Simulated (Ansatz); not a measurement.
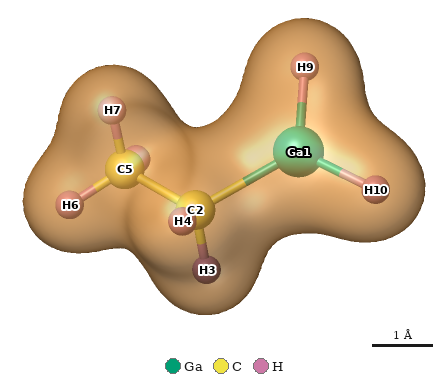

The picture shows: C$_{2}$H$_{7}$Ga. Isosurface of the total electron density at 0.1 e/Å³ (orange), seen at a tilt.

These are results of RKS B3LYP-D4/def2-SVP (Ansatz 0.2.0), not measurements.

```xyz
10

Ga    0.4561    0.0157   -0.0447
C     0.9960    0.1146    1.8665
H     0.0672    0.0606    2.4648
H     1.5263   -0.8299    2.0926
C     1.8413    1.3274    2.2704
H     2.1073    1.3107    3.3418
H     2.7849    1.3752    1.7018
H     1.3105    2.2758    2.0829
H     0.9291    1.1160   -1.0770
H    -0.4483   -1.1762   -0.5537
```

**How is the density connected at this value?**

At this value the surface is in one piece. It bridges the sampled C–C (1.53 Å), C–Ga (1.99 Å), C–H (1.10 Å) and Ga–H (1.58 Å) contacts, where the density stays above the isovalue. On the grid the lowest density along these lines, outside the cores, is 1.6 e/Å³ (C–C, 1.53 Å), 0.76 e/Å³ (C–Ga, 1.99 Å), 1.8 e/Å³ (C–H, 1.10 Å) and 0.75 e/Å³ (Ga–H, 1.58 Å).
